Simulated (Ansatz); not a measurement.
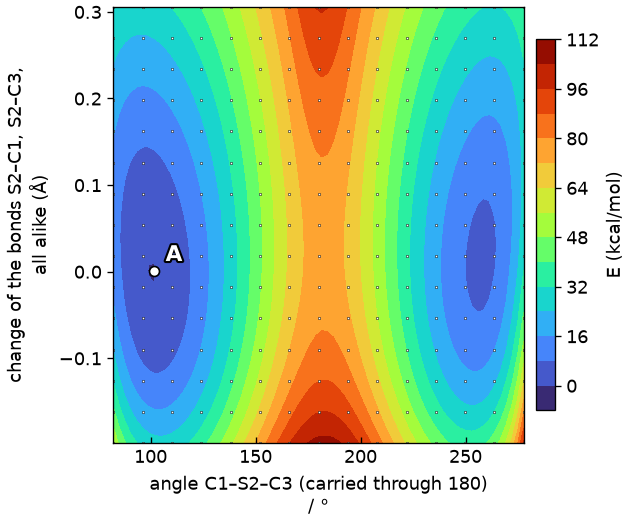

C2H8S2Si, SMILES CSCS[SiH3]. Coordinates scanned: (1) angle C1–S2–C3 (carried through 180); (2) change of the bonds S2–C1, S2–C3, all alike. Nothing is relaxed (all other coordinates rigid). The scan uses a 15 × 15 grid. Points are written as (first, second). All energies are given in kcal/mol relative to the relaxed molecule at the same level. Level of theory: RKS PBE0-D4/def2-SVP (Ansatz).

Drawn: filled contours, dots at the grid points, the point A. Between grid points the surface is interpolated.

### Find the lowest pass out of the well at A.

The easiest path leads from the well at about (102°, 0.00 Å) to the well at about (258°, 0.01 Å), about 6 kcal/mol higher. Its highest point lies about 76 kcal/mol above the bottom of the first well on the interpolated surface, at (180.0°, 0.018 Å). The start is the relaxed structure and all else is held, so a fully relaxed path at this level can only be lower.

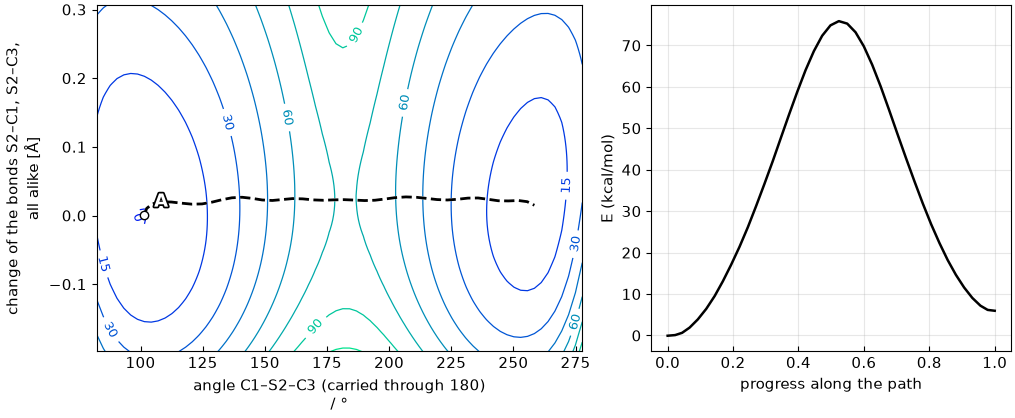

Drawn: contour lines labelled in kcal/mol, a line along the lowest path, the energy along the path at the right. Between grid points the surface is interpolated.
